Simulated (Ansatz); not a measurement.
**BHLYP/6-31G(d) (spherical functions) run of BGeNH6 (SMILES B[NH][GeH3])**

What is the electronic atomisation energy of BGeNH6 at BHLYP/6-31G* (spherical functions)? 

The results are computed with Ansatz 0.2.0.

69 further runs of the same task are left out: 69 set aside as unsound or not needed.

## (1) The molecule

BGeNH6: 9 atoms, total charge 0, spin state singlet. SMILES: `B[NH][GeH3]`. The shape is that of a PBE0-D4/def2-TZVP optimisation.

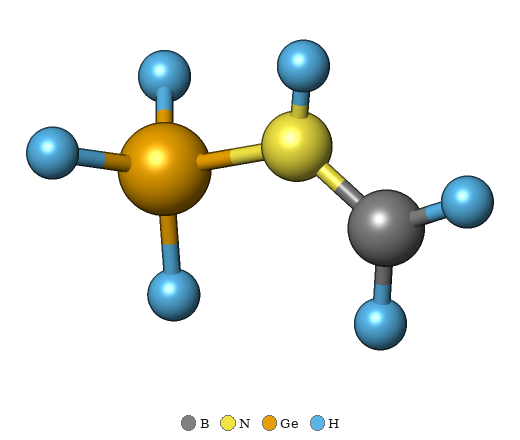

Viewed from a chosen angle; boron grey, nitrogen yellow, germanium amber, hydrogen blue.

## (2) The energy at BHLYP/6-31G(d) (spherical functions)

The input, molecule.yaml:

```yaml
crystal:
  periodic: [false, false, false]
  atoms:
    - {symbol: B, position_ang: [-0.874000, 0.629500, -1.162900]}
    - {symbol: N, position_ang: [-0.023300, 0.687100, -0.062700]}
    - {symbol: Ge, position_ang: [0.665200, -0.761400, 0.866600]}
    - {symbol: H, position_ang: [-1.217900, -0.440700, -1.581000]}
    - {symbol: H, position_ang: [-1.249100, 1.647000, -1.674800]}
    - {symbol: H, position_ang: [0.253900, 1.598400, 0.272500]}
    - {symbol: H, position_ang: [2.201600, -0.714800, 0.804900]}
    - {symbol: H, position_ang: [0.114900, -2.015200, 0.184600]}
    - {symbol: H, position_ang: [0.217300, -0.676000, 2.335700]}
basis:
  gaussian: {orbitals: 6-31G_st_-spherical.json}
accuracy: high
hamiltonian: {xc: {name: BHLYP}}
output: {orbitals: {seedname: orbitals}}
```

The basis set 6-31G* is read from a file made from the Basis Set Exchange's data (not shown).

The run is started by

```sh
$ ansatz run molecule.yaml --threads 1 --pin off --max-ram 3480MiB --events-out events.jsonl --progress --plain --runs-dir runs
```

Output:

```text
Warning: RAYON_NUM_THREADS=1 ignored (pool sized by the plan → 1); use --threads N
Functional definition: BHLYP
  name "BHLYP"
  parameter a = 0.5
  exchange = (1 - a)*b88_x + a*exact_x
  correlation = lyp_c
1655 factors; integrals over basis functions are off by at most 4.5e-9 eV
mean field evaluation 1: about -58769.5631 eV, gradient 4.0e1 eV
mean field evaluation 2: about -58768.2352 eV, gradient 4.7e1 eV
mean field evaluation 4: about -58772.8331 eV, gradient 1.1e0 eV
mean field evaluation 8: about -58773.1901 eV, gradient 2.4e-1 eV
mean field evaluation 16: about -58773.1902 eV, gradient 2.0e-5 eV
mean field -58773.19018615 eV, -2159.8749014419 hartree, gradient 2.5e-8 eV, S^2 0.000000; 0 other end points of the search recorded, 0 dependent functions left out
reference -58773.19021480 eV, -2159.8749024948 hartree; 25, 25 occupied and 47, 47 virtual orbitals, 1655 factors
Total energy: -58773.19021480 eV, -2159.8749024948 hartree
```

It took 6.6 s on 1 thread of Arm Neoverse V2, shared host; peak memory 0.23 GiB.

## (3) The B atom, same level

The input, in.yaml:

```yaml
crystal:
  periodic: [false, false, false]
  atoms:
    - symbol: B
      position_ang: [0.000000, 0.000000, 0.000000]
basis:
  gaussian: {orbitals: 6-31G_st_-spherical.json}
magnetization: {spin_polarized: true, initial_magnetization: 1}
accuracy: high
hamiltonian: {xc: {name: BHLYP}}
```

The basis set 6-31G* is read from a file made from the Basis Set Exchange's data (not shown).

Run the same way, it converges to -24.64415 Eh (log not shown).

## (4) The Ge atom, same level

The input, run.yaml:

```yaml
basis:
  gaussian: {orbitals: 6-31G_st_-spherical.json}
crystal:
  periodic: [false, false, false]
  atoms:
    - {symbol: Ge, position_ang: [0.000000, 0.000000, 0.000000]}
magnetization: {spin_polarized: true, initial_magnetization: 2}
hamiltonian: {xc: {name: BHLYP}}
accuracy: high
```

The basis set 6-31G* is read from a file made from the Basis Set Exchange's data (not shown).

The run is started by

```sh
$ ansatz run run.yaml --threads 1 --pin off --max-ram 3480MiB --events-out events.jsonl --progress --plain --runs-dir runs
```

Output:

```text
Warning: RAYON_NUM_THREADS=1 ignored (pool sized by the plan → 1); use --threads N
Functional definition: BHLYP
  name "BHLYP"
  parameter a = 0.5
  exchange = (1 - a)*b88_x + a*exact_x
  correlation = lyp_c
301 factors; integrals over basis functions are off by at most 3.7e-9 eV
mean field evaluation 1: about -56507.7375 eV, gradient 2.8e0 eV
mean field evaluation 2: about -56507.7883 eV, gradient 1.2e0 eV
mean field evaluation 4: about -56507.7943 eV, gradient 5.3e-1 eV
mean field evaluation 8: about -56507.7951 eV, gradient 4.1e-4 eV
mean field evaluation 16: about -56507.7951 eV, gradient 1.6e-8 eV
mean field -56507.79508641 eV, -2076.6231670665 hartree, gradient 1.6e-8 eV, S^2 2.002929; 0 other end points of the search recorded, 0 dependent functions left out
reference -56507.79510119 eV, -2076.6231676096 hartree; 17, 15 occupied and 15, 17 virtual orbitals, 301 factors
Total energy: -56507.79510119 eV, -2076.6231676096 hartree
```

It took 1.3 s on 1 thread of Arm Neoverse V2, shared host; peak memory 0.094 GiB.

## (5) The H atom

The input, in.yaml:

```yaml
crystal:
  periodic: [false, false, false]
  atoms:
    - {symbol: H, position_ang: [0.000000, 0.000000, 0.000000]}
basis:
  gaussian:
    orbitals: "6-31G*"
magnetization:
  spin_polarized: true
  initial_magnetization: 1
hamiltonian:
  xc: {name: BHLYP}
accuracy: high
```

Run the same way, it converges to -0.49683 Eh (log not shown).

## (6) The N atom, same level

The input, in.yaml:

```yaml
crystal:
  periodic: [false, false, false]
  atoms:
    - {symbol: N, position_ang: [0.000000, 0.000000, 0.000000]}
basis:
  gaussian: {orbitals: 6-31G_st_-spherical.json}
magnetization: {spin_polarized: true, initial_magnetization: 3}
hamiltonian: {xc: {name: BHLYP}}
accuracy: high
```

The basis set 6-31G* is read from a file made from the Basis Set Exchange's data (not shown).

The run is started by

```sh
$ ansatz run in.yaml --threads 1 --pin off --max-ram 3480MiB --events-out events.jsonl --progress --plain --runs-dir runs
```

Output:

```text
Warning: RAYON_NUM_THREADS=1 ignored (pool sized by the plan → 1); use --threads N
Functional definition: BHLYP
  name "BHLYP"
  parameter a = 0.5
  exchange = (1 - a)*b88_x + a*exact_x
  correlation = lyp_c
96 factors; integrals over basis functions are off by at most 1.2e-9 eV
mean field evaluation 1: about -1484.9186 eV, gradient 3.2e0 eV
mean field evaluation 2: about -1484.9642 eV, gradient 8.0e-1 eV
mean field evaluation 4: about -1484.9675 eV, gradient 1.7e-1 eV
mean field evaluation 8: about -1484.9676 eV, gradient 2.9e-6 eV
mean field -1484.96761090 eV, -54.5715531532 hartree, gradient 4.7e-9 eV, S^2 3.752653; 0 other end points of the search recorded, 0 dependent functions left out
reference -1484.96762113 eV, -54.5715535295 hartree; 5, 2 occupied and 9, 12 virtual orbitals, 96 factors
Total energy: -1484.96762113 eV, -54.5715535295 hartree
```

It took 0.22 s on 1 thread of Arm Neoverse V2, shared host.

## (7) Outcome

Level: BHLYP/6-31G* (spherical functions).

```
                     quantity           value
       molecule: total energy  -2159.87490 Eh
        molecule: HOMO energy        -9.28 eV
        molecule: LUMO energy         1.38 eV
      molecule: HOMO–LUMO gap        10.66 eV
         B atom: total energy    -24.64415 Eh
                 B atom: ⟨S²⟩           0.752
        Ge atom: total energy  -2076.62317 Eh
                Ge atom: ⟨S²⟩           2.003
         H atom: total energy     -0.49683 Eh
                 H atom: ⟨S²⟩           0.750
         N atom: total energy    -54.57155 Eh
                 N atom: ⟨S²⟩           3.753
electronic atomisation energy       28.709 eV
```

**Reading.** Taking the molecule apart into free atoms costs 28.71 eV (662 kcal/mol), before zero-point energy and without spin-orbit coupling.
